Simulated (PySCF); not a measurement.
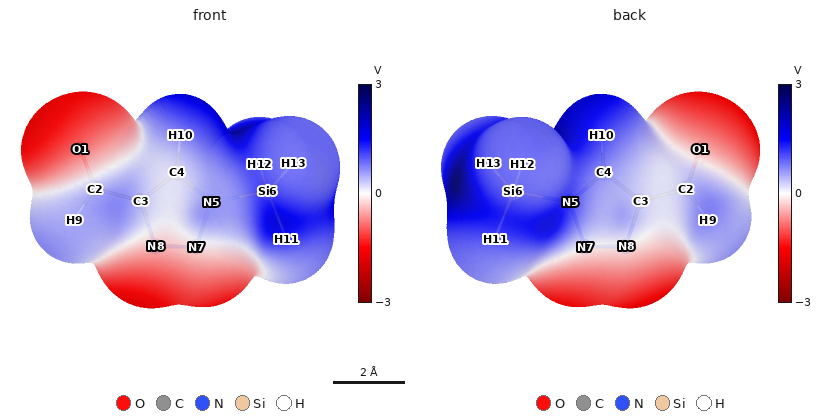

Figure. C₃H₅N₃OSi (SMILES O=Cc1cn([SiH3])nn1). The electrostatic potential painted on the density surface at 0.002 e/bohr³, seen from the front and from behind; the colour scale runs from red (negative) to blue (positive).

Geometry: GFN2-xTB.

Computed with PySCF, PBE0/pcSseg-1, SCF density, gas phase, non-relativistic.

Input

```
{"job": {"kind": "nmr", "xc": "PBE0", "basis": "pcSseg-1"}, "charge": 0, "multiplicity": 1}
O      3.170218     1.391226     0.102640
C      2.780518     0.355641    -0.375500
C      1.392130    -0.067255    -0.421576
C      0.243630     0.560402     0.035544
N     -0.767003    -0.273241    -0.266266
Si    -2.512660    -0.145998     0.005750
N     -0.253961    -1.362092    -0.881441
N      0.998554    -1.248606    -0.974444
H      3.466719    -0.379759    -0.832488
H      0.098951     1.497464     0.528540
H     -3.021069    -1.384439    -0.555506
H     -2.672597    -0.009655     1.452049
H     -2.927819     1.066801    -0.696278
```

Command:

```sh
OMP_NUM_THREADS=1 python probes_run.py task.json out
```

**Where is the surface potential most negative and most positive?**

The most negative region (about −1.7 V) lies over O1 and N8, the most positive (about +2.5 V) over Si6.

**What dipole moment does the calculation give?**

Its dipole moment is 4.78 D.
